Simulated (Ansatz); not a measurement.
LiNbO3 (space group R-3)

```cif
data_Li2Nb2O6
_chemical_formula_sum 'Li2 Nb2 O6'
_space_group_name_H-M_alt 'P 1'
_space_group_IT_number 1
_cell_length_a 5.59774
_cell_length_b 5.59774
_cell_length_c 5.59774
_cell_angle_alpha 55.297
_cell_angle_beta 55.297
_cell_angle_gamma 55.297
loop_
_space_group_symop_operation_xyz
  'x, y, z'
loop_
_atom_site_label
_atom_site_type_symbol
_atom_site_fract_x
_atom_site_fract_y
_atom_site_fract_z
_atom_site_occupancy
Li1 Li 0.35682 0.35682 0.35682 1
Li2 Li 0.64318 0.64318 0.64318 1
Nb1 Nb 0.14446 0.14446 0.14446 1
Nb2 Nb 0.85554 0.85554 0.85554 1
O1 O 0.21570 0.56109 0.95688 1
O2 O 0.78430 0.43891 0.04312 1
O3 O 0.56109 0.95688 0.21570 1
O4 O 0.43891 0.04312 0.78430 1
O5 O 0.95688 0.21570 0.56109 1
O6 O 0.04312 0.78430 0.43891 1
```

This relaxed cell (volume V₀) is scaled evenly in all directions, its shape held. The atoms relax within the cell's symmetry.

Calculation: PBEsol (plane waves to 420 eV, PAW, scalar-relativistic; Ansatz, a quantum-chemistry and plane-wave program). k mesh 8×8×8 (Γ-centred), Fermi-Dirac smearing 0.05 eV. The energy includes the smearing's −TS. With the shape held, the modulus is that of even scaling; a crystal free to change shape is softer. LiNbO3 is run without spin polarisation. LiNbO3 was relaxed with its symmetry unable to fall. This is one of several known forms of LiNbO3; the measured ambient cells at hand have space group No. 161. ΔE is measured from the relaxed starting cell.

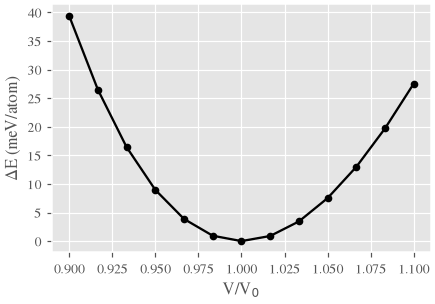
ΔE (meV/atom) against V/V₀; markers are the computed points, lines only join them.

**Question.** What is ΔE at V/V₀ = 1.100?

**Answer.** About 28 meV/atom.

**Question.** What bulk modulus at fixed cell shape B₀ follows from a third-order Birch-Murnaghan fit?

**Answer.** About 95 GPa.

**Question.** What is ΔE at V/V₀ = 0.900?

**Answer.** About 39 meV/atom.

(Under strain, the slope of the energy per volume gives the stress and its curvature an elastic modulus.)
